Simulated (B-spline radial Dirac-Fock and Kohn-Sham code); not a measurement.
**An X-ray data sheet for Eu⁷⁺, step by step**

Wanted for europium as Eu⁷⁺: how cheaper methods do for the levels.

Method: a free atom or ion on a radial basis; each step names its model; computed with B-spline radial Dirac-Fock and Kohn-Sham code, version 5.

## Step 1: What is computed

Europium as Eu⁷⁺ in the configuration [Kr] 4d10 4f5 5s2 5p3.

| Item | Value |
| --- | --- |
| nuclear charge | 63 |
| electrons | 56 |
| mass number | 153 |
| nuclear rms radius | 5.1115 fm |

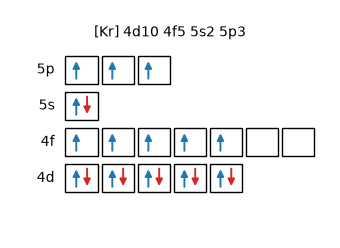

The shells outside the core; arrows follow Hund's rule for the drawing alone (heavy ions are jj-coupled), while the calculation averages over the configuration.

## Step 2: Dirac PBE, for comparison

Model: Dirac-Kohn-Sham PBE, finite nucleus, spherical and without spin polarisation.

The item in task.json (cfg lists n, l and electrons):

```json
{
  "Z": 63,
  "q": 7,
  "cfg": [[1, 0, 2], [2, 0, 2], [2, 1, 6], [3, 0, 2], [3, 1, 6], [3, 2, 10], [4, 0, 2], [4, 1, 6], [4, 2, 10], [4, 3, 5], [5, 0, 2], [5, 1, 3]],
  "A": 153,
  "rrms": 5.1115,
  "tag": "ground",
  "do": ["pbe", "binding", "quiet"],
  "hv": [37.6, 41.7, 58.8, 86.6, 94.6, 97.5, 155.0, 450.0, 981.0, 1030.0, 1230.0, 4740.0, 5530.0, 6080.0, 7020.0, 11500.0, 24200.0, 26100.0, 78900.0, 95700.0, 98300.0, 143000.0, 155000.0],
  "s": [0, 0.04, 0.05, 0.06, 0.08, 0.09, 0.11, 0.14, 0.17, 0.21, 0.25, 0.31, 0.37, 0.45, 0.55, 0.68, 0.82, 1.0, 1.22, 1.49, 1.81, 2.21, 2.69],
  "pz": [0, 0.1, 0.2, 0.3, 0.4, 0.5, 0.6, 0.8, 1.0, 1.2, 1.4, 1.6, 1.8, 2.0, 2.5, 3.0, 4.0, 5.0, 7.0, 10.0, 15.0, 20.0, 30.0, 40.0, 60.0, 100.0],
  "hv_scatter": [1000, 2000, 8047.8, 10000, 17479.3, 100000, 200000, 1000000],
  "holes": ["K", "L1", "L2", "L3", "M1", "M2", "M3", "M4", "M5", "N1", "N2", "N3", "N4", "N5", "N6", "N7"]
}
```

Started as:

```console
> python xray_run.py task.json out
```

Results of the run (chosen fields of its result record, rounded):

```text
{
  "status": "converged",
  "shells": ["K", "L1", "L2", "L3", "M1", "M2", "M3", "M4", "M5", "N1", "N2", "N3", "N4", "N5", "N6,7", "O1", "O2,3"],
  "minus_eigenvalue [eV]": [48419.9, 8036.6, 7630.23, 6982.23, 1852.19, 1676.59, 1544.49, 1240.44, 1211.7, 451.667, 383.64, 354.154, 241.862, 236.496, 103.191, 135.572, 110.756],
  "delta_scf [eV]": [48874.1, 8121.97, 7737.48, 7079.33, 1881.35, 1707.23, 1573.45, 1273.71, 1244.36, 466.575, 398.357, 368.448, 255.678, 250.187, 115.486, 144.128, 118.588],
  "total_energy [Ha]": -10838.578,
  "dirac_fock_binding [eV]": [48634.8, 8175.67, 7735.25, 7095.01, 1924.98, 1735.49, 1602.87, 1279.5, 1251.41, 487.744, "-", 383.078, 258.292, 252.991, 112.524, 142.801, 117.005]
}
```

It took 15 s on 1 thread of Arm Neoverse N1, shared host; peak memory 0.39 GiB.

Beside the Dirac-Fock ΔSCF result with Breit and QED, in eV:

| level | -ε | miss | ΔSCF | miss | Dirac-Fock |
| --- | --- | --- | --- | --- | --- |
| K | 48419.9 | -214.9 | 48874.1 | +239.3 | 48634.8 |
| L1 | 8036.6 | -139.1 | 8122.0 | -53.7 | 8175.7 |
| L2 | 7630.2 | -105.0 | 7737.5 | +2.2 | 7735.3 |
| L3 | 6982.2 | -112.8 | 7079.3 | -15.7 | 7095.0 |
| M1 | 1852.2 | -72.8 | 1881.3 | -43.6 | 1925.0 |
| M2 | 1676.6 | -58.9 | 1707.2 | -28.3 | 1735.5 |
| M3 | 1544.5 | -58.4 | 1573.4 | -29.4 | 1602.9 |
| M4 | 1240.4 | -39.1 | 1273.7 | -5.8 | 1279.5 |
| M5 | 1211.7 | -39.7 | 1244.4 | -7.1 | 1251.4 |
| N1 | 451.7 | -36.1 | 466.6 | -21.2 | 487.7 |
| N3 | 354.2 | -28.9 | 368.4 | -14.6 | 383.1 |
| N4 | 241.9 | -16.4 | 255.7 | -2.6 | 258.3 |
| N5 | 236.5 | -16.5 | 250.2 | -2.8 | 253.0 |
| N6,7 | 103.2 | -9.3 | 115.5 | +3.0 | 112.5 |
| O1 | 135.6 | -7.2 | 144.1 | +1.3 | 142.8 |
| O2,3 | 110.8 | -6.2 | 118.6 | +1.6 | 117.0 |

## Step 3: Cost and miss of the cheaper method

| method | level | eigenvalue miss (%) | ΔSCF miss (%) | time |
| --- | --- | --- | --- | --- |
| Dirac PBE | K | -0.44 | +0.49 | 15 s |

Times cover the ground state and all hole states of a step, on one thread of a shared host; states solved in an earlier step are reused, and a first call can include compiling.

## Step 4: Outcome

| quantity | value |
| --- | --- |
| Dirac PBE, K: eigenvalue / ΔSCF | 48419.9 / 48874.1 eV |

Dirac PBE misses the K level by -0.4 % with its eigenvalue and by +0.5 % with ΔSCF. Breit and QED terms, which only the reference holds, shift this level by tenths of a per cent, so the eigenvalue's nearness can be cancellation. The Hartree-Fock and Dirac-Fock values hold no electron correlation.
